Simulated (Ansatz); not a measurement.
# RuCH₂+ (quartet): wave-function methods side by side, def2-SVP

How much of the correlation energy of RuCH₂+ (quartet) does each wave-function method recover here?

Method: def2-SVP, core rule «outside noble gas», up to 5 orbitals frozen; program: Ansatz 0.2.0, Gaussian basis.

To be run: UHF; CCSD(T) on ROHF; CCSD(T) on UHF; CISD; CCSDT(Q) on ROHF; CCSDT(Q) on UHF.

14 further runs of the same task are left out: 6 that didn't finish, 8 set aside as unsound or not needed.

**1. What is computed**

The geometry is a PBE0/def2-TZVP stationary point (not a proven minimum) of the parent state, kept for this charge and spin. No spin-orbit coupling is included. Elements past krypton take def2 core potentials.

4 atoms, charge 1, spin multiplicity 4.

Atoms are counted from 1 here; the program's logs count them from 0.

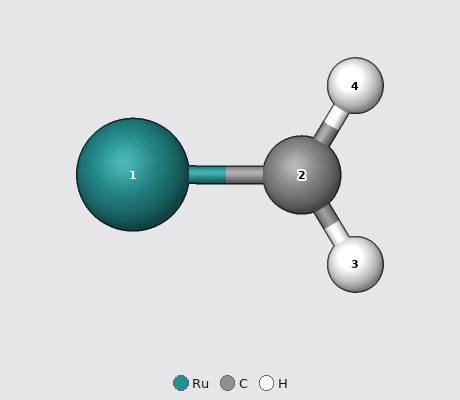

The geometry (ruthenium teal, carbon grey, hydrogen white); atoms are numbered from 1 in the order of the file.

In the tables R marks a restricted open-shell determinant and U an unrestricted one; energies count from the table's Hartree-Fock row.

**2. UHF**

Contents of in.yaml:

```yaml
crystal:
  periodic: [false, false, false]
  atoms:
    - {symbol: Ru, position_ang: [0.000000, 0.000000, 0.226586]}
    - {symbol: C, position_ang: [0.000000, 0.000000, -1.551620]}
    - {symbol: H, position_ang: [0.000000, -0.943455, -2.115723]}
    - {symbol: H, position_ang: [0.000000, 0.943455, -2.115723]}
basis:
  gaussian: {orbitals: def2-SVP}
total_charge: 1
magnetization: {spin_polarized: true, initial_magnetization: 3}
hamiltonian: {xc: hf}
output: {orbitals: {seedname: orbitals}}
```

Launch:

```console
> ansatz run in.yaml --threads 1 --pin off --events-out ev --progress --plain --max-ram 2393MiB
```

Output (excerpt; [...] marks lines left out):

```text
Functional definition: HF
  name "HF"
  cite "Fock, Z. Phys. 61, 126 (1930) doi:10.1007/BF01340294"
  parent pbe
[...]
584 factors; integrals over basis functions are off by at most 1.2e-3 eV
[...]
mean field -3613.27947247 eV, -132.7855714444 hartree, gradient 1.8e-6 eV, S^2 4.383161; 11 other end points of the search recorded, 0 dependent functions left out
reference -3613.27947247 eV, -132.7855714444 hartree; 13, 10 occupied and 42, 45 virtual orbitals, 584 factors
Total energy: -3613.27947247 eV, -132.7855714444 hartree
```

It took 4.3 s on 1 thread of Arm Neoverse V2, shared host.

From the report: ⟨S²⟩ of the determinant 4.383 (pure quartet: 3.75). The determinant is far from a pure spin state, so its energy mixes those of several spin states (harmless only where they are near-degenerate, as at dissociation).

**3. CCSD(T) on ROHF**

Edit in.yaml of step 2 so:

```diff
@@ -10,4 +10,3 @@
 total_charge: 1
-magnetization: {spin_polarized: true, initial_magnetization: 3}
-hamiltonian: {xc: hf}
-output: {orbitals: {seedname: orbitals}}
+magnetization: {spin_polarized: false, initial_magnetization: 3}
+correlation: {method: ccsd_t, electrons: outside_noble_gas}
```

The command is unchanged.

Output (excerpt; [...] marks lines left out):

```text
Functional definition: HF
  name "HF"
  cite "Fock, Z. Phys. 61, 126 (1930) doi:10.1007/BF01340294"
  parent pbe
[...]
584 factors; integrals over basis functions are off by at most 1.2e-3 eV
[...]
mean field -3612.61283023 eV, -132.7610727941 hartree, gradient 2.6e-6 eV, S^2 3.750000; 47 other end points of the search recorded, 0 dependent functions left out
[...]
determinant -3612.61283023 eV, -132.7610727941 hartree, with singles and doubles -3621.18321524 eV, -133.0760286339 hartree
determinant -3612.61265742 eV, -132.7610664433 hartree, with singles and doubles -3621.18379966 eV, -133.0760501109 hartree
determinant -3612.58636382 eV, -132.7601001713 hartree, with singles and doubles -3621.17428451 eV, -133.0757004356 hartree
determinant -3612.52262468 eV, -132.7577578012 hartree, with singles and doubles -3621.19080796 eV, -133.0763076613 hartree
[...]
determinant -3612.51536968 eV, -132.7574911850 hartree, with singles and doubles -3621.20232400 eV, -133.0767308679 hartree
determinant -3612.22351570 eV, -132.7467657488 hartree, with singles and doubles -3621.16971829 eV, -133.0755326300 hartree
determinant -3612.22351570 eV, -132.7467657488 hartree, with singles and doubles -3621.17164897 eV, -133.0756035815 hartree
unrestricted determinant -3613.27947247 eV, -132.7855714444 hartree, S^2 4.3832
5 core orbitals not correlated: weight in the atoms' cores, before any rotation towards them, 0.997 or more for the frozen orbitals, at most 0.001 for the correlated occupied ones
reference -3612.52262468 eV, -132.7577578012 hartree; 8, 5 occupied and 42, 45 virtual orbitals, 584 factors
second order -7.92335796 eV of doubles, -0.04962906 eV of singles
cycle   1  -8.67933428 eV  change    5.9e-7 eV  update   4.5e-6
perturbative correction -0.39224679 eV, -0.0144148037 hartree
Total energy: -3621.59420575 eV, -133.0911322567 hartree
```

Run time: 57 s. Hardware: 1 thread of Arm Neoverse V2, shared host.

From the report: correlation -9.0716 eV; T1 0.063; largest double amplitude 0.12.

**4. CCSD(T) on UHF**

Edit in.yaml of step 3 so:

```diff
@@ -10,3 +10,3 @@
 total_charge: 1
-magnetization: {spin_polarized: false, initial_magnetization: 3}
+magnetization: {spin_polarized: true, initial_magnetization: 3}
 correlation: {method: ccsd_t, electrons: outside_noble_gas}
```

Launched as before.

Output (excerpt; [...] marks lines left out):

```text
Functional definition: HF
  name "HF"
  cite "Fock, Z. Phys. 61, 126 (1930) doi:10.1007/BF01340294"
  parent pbe
[...]
584 factors; integrals over basis functions are off by at most 1.2e-3 eV
[...]
mean field -3613.27947247 eV, -132.7855714444 hartree, gradient 1.5e-10 eV, S^2 4.383161; 39 other end points of the search recorded, 0 dependent functions left out
determinant -3613.27947247 eV, -132.7855714444 hartree, with singles and doubles -3621.26701073 eV, -133.0791080615 hartree
determinant -3613.27929678 eV, -132.7855649879 hartree, with singles and doubles -3621.26891340 eV, -133.0791779832 hartree
determinant -3613.19193081 eV, -132.7823543477 hartree, with singles and doubles -3621.22781913 eV, -133.0776677965 hartree
determinant -3612.15857194 eV, -132.7443791098 hartree, with singles and doubles -3619.47934287 eV, -133.0134124793 hartree
[...]
determinant -3609.99355294 eV, -132.6648161290 hartree, with singles and doubles -3618.00900503 eV, -132.9593785604 hartree
determinant -3613.27947247 eV, -132.7855714444 hartree, with singles and doubles -3621.30600046 eV, -133.0805409075 hartree
determinant -3613.27929678 eV, -132.7855649879 hartree, with singles and doubles -3621.30831191 eV, -133.0806258516 hartree
determinant -3613.19193081 eV, -132.7823543477 hartree, with singles and doubles -3621.25880469 eV, -133.0788064950 hartree
5 core orbitals not correlated: weight in the atoms' cores, before any rotation towards them, 0.997 or more for the frozen orbitals, at most 0.001 for the correlated occupied ones
reference -3613.27929678 eV, -132.7855649879 hartree; 8, 5 occupied and 42, 45 virtual orbitals, 584 factors
second order -7.07870266 eV of doubles, -0.00000000 eV of singles
cycle   1  -8.02901706 eV  change   -1.9e-6 eV  update   3.3e-6
perturbative correction -0.32408728 eV, -0.0119099880 hartree
Total energy: -3621.63240112 eV, -133.0925359105 hartree
```

It took 35 s on 1 thread of Arm Neoverse V2, shared host.

From the report: ⟨S²⟩ of the determinant 4.385 (pure quartet: 3.75); correlation -8.3531 eV; T1 0.066; largest double amplitude 0.10. The determinant is far from a pure spin state, so its energy mixes those of several spin states (harmless only where they are near-degenerate, as at dissociation).

**5. CISD**

Edit in.yaml of step 4 so:

```diff
@@ -10,3 +10,3 @@
 total_charge: 1
-magnetization: {spin_polarized: true, initial_magnetization: 3}
-correlation: {method: ccsd_t, electrons: outside_noble_gas}
+magnetization: {spin_polarized: false, initial_magnetization: 3}
+correlation: {active_space: {ras: {orbitals: [5, 3, 42], electrons: 13, max_holes: 2, max_particles: 2}, fixed_orbitals: true}}
```

The command is unchanged.

Output (excerpt; [...] marks lines left out):

```text
Functional definition: HF
  name "HF"
  cite "Fock, Z. Phys. 61, 126 (1930) doi:10.1007/BF01340294"
  parent pbe
[...]
584 factors; integrals over basis functions are off by at most 1.2e-3 eV
[...]
mean field -3612.61283023 eV, -132.7610727941 hartree, gradient 2.6e-6 eV, S^2 3.750000; 28 other end points of the search recorded, 0 dependent functions left out
reference -3612.61283023 eV, -132.7610727941 hartree; 13, 10 occupied and 42, 45 virtual orbitals, 584 factors
state -3620.30724561 eV, -133.0438373439 hartree
Total energy: -3620.30724561 eV, -133.0438373439 hartree
```

Run time: 33 s. Hardware: 1 thread of Arm Neoverse V2, shared host.

From the report: 291,214 determinants.

**6. CCSDT(Q) on ROHF**

Edit in.yaml of step 5 so:

```diff
@@ -11,2 +11,2 @@
 magnetization: {spin_polarized: false, initial_magnetization: 3}
-correlation: {active_space: {ras: {orbitals: [5, 3, 42], electrons: 13, max_holes: 2, max_particles: 2}, fixed_orbitals: true}}
+correlation: {method: ccsdt_q, electrons: outside_noble_gas}
```

The command is unchanged.

Output (excerpt; [...] marks lines left out):

```text
Functional definition: HF
  name "HF"
  cite "Fock, Z. Phys. 61, 126 (1930) doi:10.1007/BF01340294"
  parent pbe
[...]
1027 factors; integrals over basis functions are off by at most 2.3e-7 eV
[...]
mean field -3612.61287528 eV, -132.7610744495 hartree, gradient 1.5e-10 eV, S^2 3.750000; 47 other end points of the search recorded, 0 dependent functions left out
[...]
determinant -3612.61287528 eV, -132.7610744495 hartree, with singles and doubles -3621.18323760 eV, -133.0760294558 hartree
determinant -3612.61270224 eV, -132.7610680904 hartree, with singles and doubles -3621.18382144 eV, -133.0760509113 hartree
determinant -3612.58640759 eV, -132.7601017800 hartree, with singles and doubles -3621.17430435 eV, -133.0757011646 hartree
determinant -3612.52267194 eV, -132.7577595378 hartree, with singles and doubles -3621.19083363 eV, -133.0763086046 hartree
[...]
determinant -3612.51541753 eV, -132.7574929432 hartree, with singles and doubles -3621.20235016 eV, -133.0767318293 hartree
determinant -3612.22356125 eV, -132.7467674227 hartree, with singles and doubles -3621.16973775 eV, -133.0755333454 hartree
determinant -3612.22356125 eV, -132.7467674227 hartree, with singles and doubles -3621.17166848 eV, -133.0756042984 hartree
unrestricted determinant -3613.27951618 eV, -132.7855730508 hartree, S^2 4.3832
5 core orbitals not correlated: weight in the atoms' cores, before any rotation towards them, 0.997 or more for the frozen orbitals, at most 0.001 for the correlated occupied ones
reference -3612.52267194 eV, -132.7577595378 hartree; 8, 5 occupied and 42, 45 virtual orbitals, 1027 factors
second order -7.92335547 eV of doubles, -0.04962847 eV of singles
cycle   1  -8.01333628 eV  change   -3.7e-2 eV  update   1.5e-1
[...]
cycle  31  -9.09550136 eV  change   -1.8e-7 eV  update   1.5e-6
perturbative correction -0.03359660 eV, -0.0012346524 hartree
Total energy: -3621.65176990 eV, -133.0932477002 hartree
```

Wall time 3.2 min (1 thread of Arm Neoverse V2, shared host); peak memory 1.4 GiB.

From the report: correlation -9.1291 eV; T1 0.063; largest double amplitude 0.15.

**7. CCSDT(Q) on UHF**

Edit in.yaml of step 6 so:

```diff
@@ -10,3 +10,3 @@
 total_charge: 1
-magnetization: {spin_polarized: false, initial_magnetization: 3}
+magnetization: {spin_polarized: true, initial_magnetization: 3}
 correlation: {method: ccsdt_q, electrons: outside_noble_gas}
```

Same command.

Output (excerpt; [...] marks lines left out):

```text
Functional definition: HF
  name "HF"
  cite "Fock, Z. Phys. 61, 126 (1930) doi:10.1007/BF01340294"
  parent pbe
[...]
1027 factors; integrals over basis functions are off by at most 2.3e-7 eV
[...]
mean field -3613.27951618 eV, -132.7855730508 hartree, gradient 1.8e-10 eV, S^2 4.383160; 45 other end points of the search recorded, 0 dependent functions left out
determinant -3613.27951618 eV, -132.7855730508 hartree, with singles and doubles -3621.26703608 eV, -133.0791089931 hartree
determinant -3613.27934055 eV, -132.7855665964 hartree, with singles and doubles -3621.26893821 eV, -133.0791788951 hartree
determinant -3613.19196986 eV, -132.7823557830 hartree, with singles and doubles -3621.22783940 eV, -133.0776685415 hartree
determinant -3612.15860959 eV, -132.7443804932 hartree, with singles and doubles -3619.47935922 eV, -133.0134130800 hartree
[...]
determinant -3613.27951618 eV, -132.7855730508 hartree, with singles and doubles -3621.30602606 eV, -133.0805418484 hartree
determinant -3613.27934055 eV, -132.7855665964 hartree, with singles and doubles -3621.30833694 eV, -133.0806267717 hartree
determinant -3613.19196986 eV, -132.7823557830 hartree, with singles and doubles -3621.25882492 eV, -133.0788072383 hartree
[...]
5 core orbitals not correlated: weight in the atoms' cores, before any rotation towards them, 0.997 or more for the frozen orbitals, at most 0.001 for the correlated occupied ones
reference -3613.27934055 eV, -132.7855665964 hartree; 8, 5 occupied and 42, 45 virtual orbitals, 1027 factors
second order -7.07869314 eV of doubles, -0.00000000 eV of singles
cycle   1  -7.33406965 eV  change   -2.6e-1 eV  update   1.2e-1
[...]
cycle  33  -8.41103635 eV  change   -4.1e-7 eV  update   2.2e-7
perturbative correction -0.04079396 eV, -0.0014991502 hartree
Total energy: -3621.73117085 eV, -133.0961656313 hartree
```

It took 2.6 min on 1 thread of Arm Neoverse V2, shared host; peak memory 1.1 GiB.

From the report: ⟨S²⟩ of the determinant 4.385 (pure quartet: 3.75); correlation -8.4518 eV; T1 0.073; largest double amplitude 0.12. The determinant is far from a pure spin state, so its energy mixes those of several spin states (harmless only where they are near-degenerate, as at dissociation).

**8. All levels against the top one**

No level here is safe as a reference; RCCSDT(Q) serves as a yardstick only. Rows without a time come out of other runs: HF, MP2 and CCSD of CCSD(T), CCSDT of CCSDT(Q).

Differences are taken before rounding.

| method | energy from the lowest RHF (kcal/mol) | from RCCSDT(Q) (kcal/mol) | time |
| --- | --- | --- | --- |
| RHF | 0.00 | +208.44 |  |
| UHF | -15.37 | +193.07 | 4.3 s |
| RMP2 | -181.78 | +26.66 |  |
| UMP2 | -178.61 | +29.84 |  |
| RCCSD | -198.07 | +10.37 |  |
| UCCSD | -200.52 | +7.92 |  |
| RCCSD(T) | -207.12 | +1.33 | 57 s |
| UCCSD(T) | -208.00 | +0.45 | 35 s |
| RCCSDT | -207.67 | +0.77 |  |
| UCCSDT | -209.33 | -0.89 |  |
| RCCSDT(Q) | -208.44 | 0 | 3.2 min |
| UCCSDT(Q) | -210.27 | -1.83 | 2.6 min |

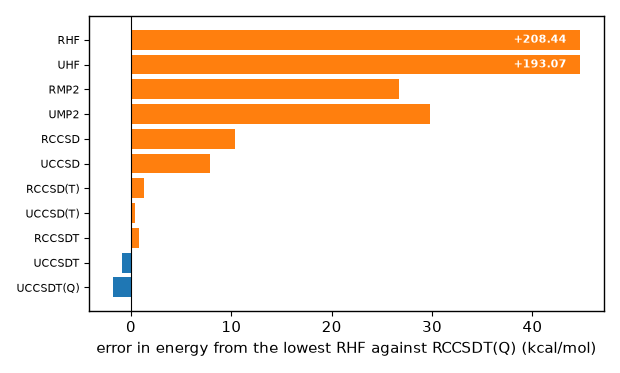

How far each level lands from RCCSDT(Q). Bars with a number in them are cut short.

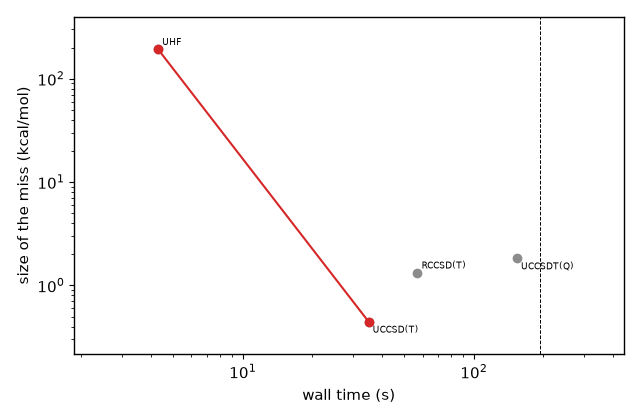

Accuracy for the time spent; red marks the levels that beat every quicker one drawn (of those quicker than the yardstick), and the dashed line is the time of RCCSDT(Q). Times are from a shared host.

Not comparable, so not listed: CISD (they don't share determinant, frozen orbitals or solution with the rows shown, or repeat one).

**9. Outcome**

```
                      quantity            value
RCCSDT(Q) below the RHF energy       -9.0389 eV
           RMP2 from RCCSDT(Q)  +26.66 kcal/mol
           UMP2 from RCCSDT(Q)  +29.84 kcal/mol
          RCCSD from RCCSDT(Q)  +10.37 kcal/mol
       RCCSD(T) from RCCSDT(Q)   +1.33 kcal/mol
       UCCSD(T) from RCCSDT(Q)   +0.45 kcal/mol
      UCCSDT(Q) from RCCSDT(Q)   -1.83 kcal/mol
                 T1 diagnostic            0.063
```

**Reading.** RCCSD(T) misses by +1.33 kcal/mol, 0.6 % of the correlation energy. CCSD(T) misses by +1.33 kcal/mol on the restricted determinant and by +0.45 kcal/mol on the unrestricted one; the two need not hold the same state or core. Coupled cluster took another determinant than the lowest Hartree-Fock one. Warnings: spin contamination; coupled cluster took another determinant than the lowest; large T1 diagnostic.
